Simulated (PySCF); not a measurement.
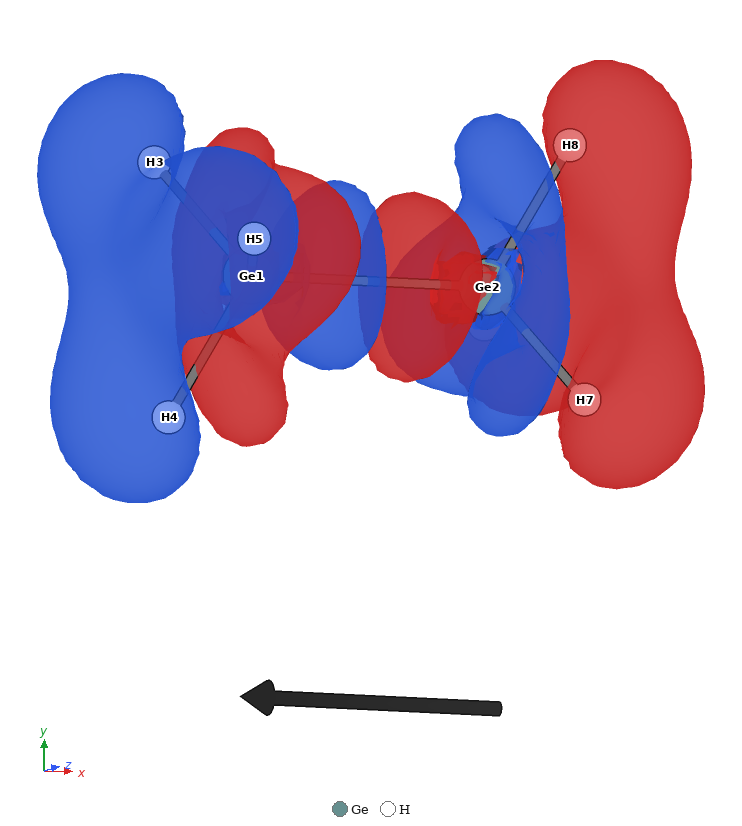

Ge2H6, SMILES `[GeH3][GeH3]`. Change of the electron density in a uniform field of 0.41 V/Å along −x (arrow), surfaces at ±0.003 e/Å³ (red: gain, blue: loss).

Computed with PySCF, PBE0/aug-cc-pVDZ, geometry: GFN2-xTB. No frequency check shows the geometry to be a minimum. GFN2-xTB bond lengths at metals and heavier atoms can be off by up to 0.1 Å and shapes distorted, which carries into these values.

Cartesian coordinates (Å):

```
Ge1     -1.1816    0.0001   -0.0001
Ge2      1.1815    0.0000    0.0000
H3      -1.7715    1.0928   -0.8373
H4      -1.7694   -1.2749   -0.5263
H5      -1.7716    0.1788    1.3649
H6       1.7715   -0.1851   -1.3640
H7       1.7714   -1.0888    0.8424
H8       1.7715    1.2738    0.5219
```

Question: How large is the response?

Answer: The induced dipole is 1.65 D (along the field); α along this axis, from the fields in both directions, is 81 bohr³ (12.0 Å³).

Question: Which atoms gain and lose the most charge?

Answer: Electrons gather most on Ge2 (Hirshfeld charge changes by −0.021 e) and leave Ge1 most (+0.020 e); 0.120 electrons are displaced in all.
